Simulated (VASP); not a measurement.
Band structure of KZnF3 (cubic perovskite). Computed with PBE GGA with D3 dispersion (zero damping), VASP's PBE PAW potentials (set 64) (plane waves; VASP).

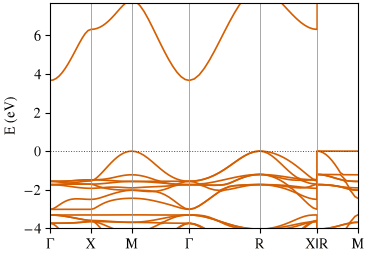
Fig. 1. Bands along high-symmetry lines, zero at the valence-band maximum or, without a gap, the Fermi level

Q: Read the plot: is there a gap, and where are the band edges?

A: The gap is indirect, 3.67 eV, from the valence maximum at R to the conduction minimum at Γ. (Edges off the drawn lines would not show.)

The compound is KZnF3 in the cubic perovskite structure. It was relaxed first, which changed the volume by +5 %.
